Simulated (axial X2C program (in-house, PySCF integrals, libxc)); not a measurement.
## LiH⁻: relativistic diatomic calculation

- system: LiH⁻, single determinant with Ω = 1/2. The distance is the PBE0 minimum at charge −1.
- method: expectation values, HF and Kohn-Sham, two-component X2C with atomic mean-field Coulomb and Gaunt terms, Li dyall-av3z, H dyall-av3z (cores contracted) (axial X2C program (in-house, PySCF integrals, libxc))

Results in brief:

- outcome: converged; a filled level lies above zero
- hardware: 1 thread of INTEL XEON PLATINUM @ 2.10GHz (Emerald Rapids), 24 GiB of memory available, shared host
- wall time: 1.3 s
- peak memory: 0.2 GiB

Notes:

The highest filled level (PBE0, up to 0.60 eV) lies above zero. That is common for anions, where the functional's self-interaction leaves the outer electrons unbound; only the finite basis holds them, so such levels depend on it.

Input file:
```
{"zs": [3, 1], "q": -1, "bas": ["dyall-av3z", "dyall-av3z"], "r0": 1.65, "levels": ["PBE0", "HF", "r2SCAN", "TPSSh", "B3LYP"], "nst": 3}
```

The line is the task of a batch: nuclear charges, charge, bases, the levels to run, a first guess of the distance and further settings. This report covers the levels named above. The log is that of the reference distance.

The run was one of a batch that the task file lists, launched with:
```bash
python <driver script> task.json out
```

The program's output:
```
two-component X2C + atomic mean field  PBE0
basis functions 77  fitting functions 330  grid points 4351
iter        total energy     max residual
   1         -7.987601129     2.59e-01
   2         -8.069032952     3.47e-03
   3         -8.069183776     8.74e-04
   4         -8.069196703     1.82e-04
   5         -8.069198158     9.69e-05
   6         -8.069198647     4.13e-05
   7         -8.069198784     2.71e-05
   8         -8.069198832     1.70e-05
   9         -8.069198845     1.27e-05
  10         -8.069198854     7.97e-06
converged
one-electron -12.96642928  Coulomb 6.22415026  exact exchange -0.55066970  xc functional -1.72616798  nuclear repulsion 0.95004885  atomic mean-field constant -0.00013101
```

Expectation values by level of theory:

```csv
quantity,PBE0,HF,r2SCAN,TPSSh,B3LYP
effective field for an electron dipole moment (GV/cm),−6.13×10⁻⁵,−5.63×10⁻⁵,−5.92×10⁻⁵,−5.26×10⁻⁵,−6.53×10⁻⁵
field gradient at the first nucleus (a.u.),−0.0442,−0.0416,−0.0429,−0.0430,−0.0459
field gradient at the second nucleus (a.u.),0.0392,0.0410,0.0397,0.0392,0.0384
"A∥/gI, first nucleus (MHz)",18.8,17.5,21.6,17.2,28.0
"A∥/gI, second nucleus (MHz)",9.36,8.50,15.0,14.5,11.2
```

Each column comes from one determinant, in a basis with contracted cores. The spread over the levels shows only part of the uncertainty.

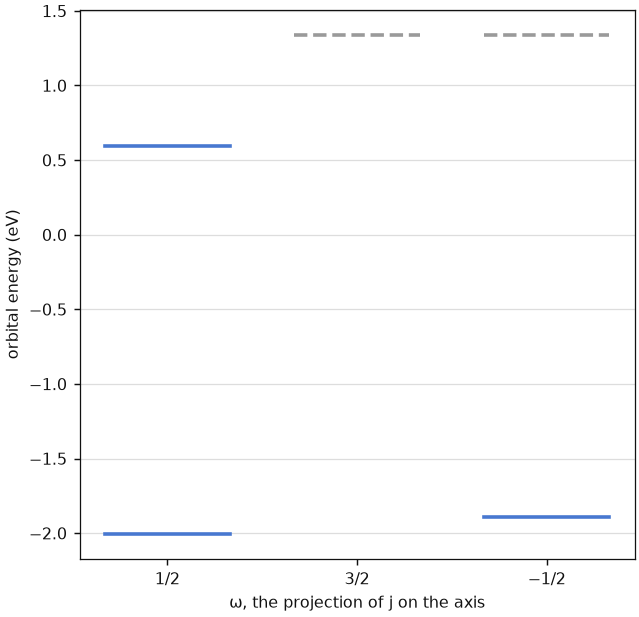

Figure 1. Orbital energies (PBE0) near the frontier at 1.67 Å, filled (solid) and empty (dashed). The highest filled spinor (1/2; 47 % Li p, 45 % Li s) lies at 0.60 eV, the lowest empty one (−1/2; 100 % Li p) at 1.34 eV. A filled level above zero is held only by the finite basis .
